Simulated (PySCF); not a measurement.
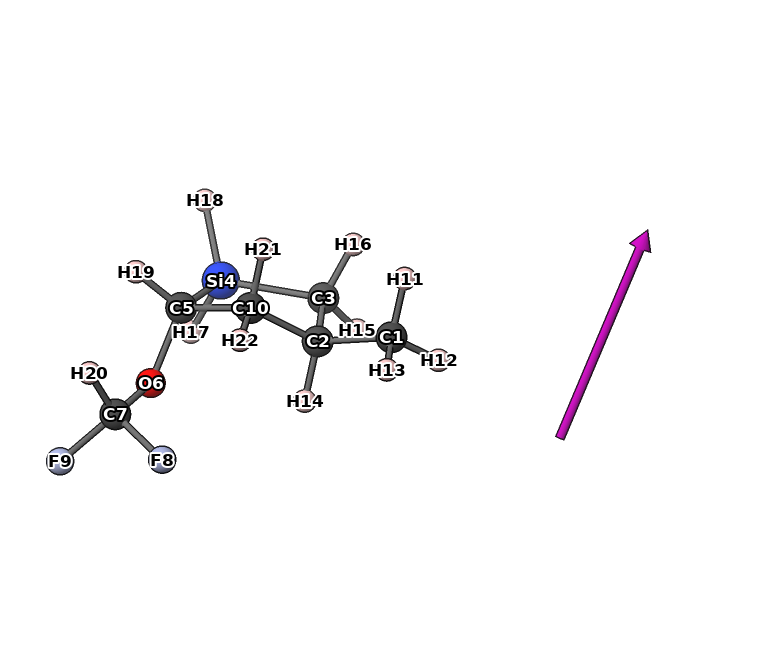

The arrow beside the molecule shows the direction of the dipole moment, from the negative to the positive end (its length means nothing). The geometry was computed by an optimisation with GFN2-xTB. No frequency run is at hand to confirm it as a minimum. Level of theory: PBE0/pcSseg-1, gas phase (PySCF 2.14.0).

Question: Estimate the dipole moment.

Answer: 3.18 D; it points from the side of F9 to the side of H11, H16 (the outermost atoms at the two ends).

The geometry is semi-empirical. Around Si such bond lengths and angles can be off by a tenth of an ångström or more and by several degrees, and values that hang on the shape move with them.
